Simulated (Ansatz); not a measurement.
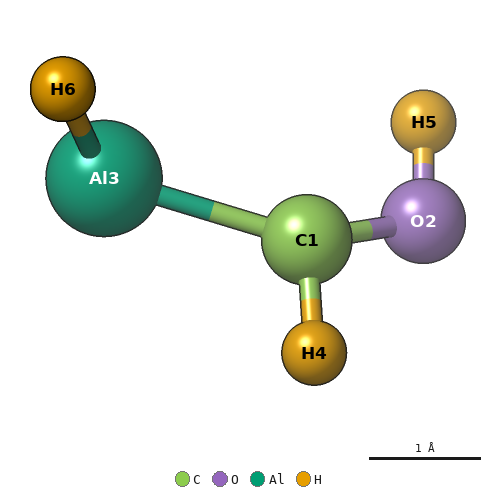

Orthographic view. Distant atoms are faded towards the background colour. The computed structure is the end point of a PBE0-D4/def2-TZVP optimisation. No frequency run is at hand to confirm it as a minimum.

Give the distance matrix in Å.

| atom | C1 | O2 | Al3 | H4 | H5 | H6 |
| --- | --- | --- | --- | --- | --- | --- |
| C1 | 0.00 |  |  |  |  |  |
| O2 | 1.34 | 0.00 |  |  |  |  |
| Al3 | 1.93 | 3.04 | 0.00 |  |  |  |
| H4 | 1.10 | 1.96 | 2.51 | 0.00 |  |  |
| H5 | 1.90 | 0.96 | 3.17 | 2.79 | 0.00 |  |
| H6 | 2.94 | 4.10 | 1.60 | 3.45 | 4.14 | 0.00 |
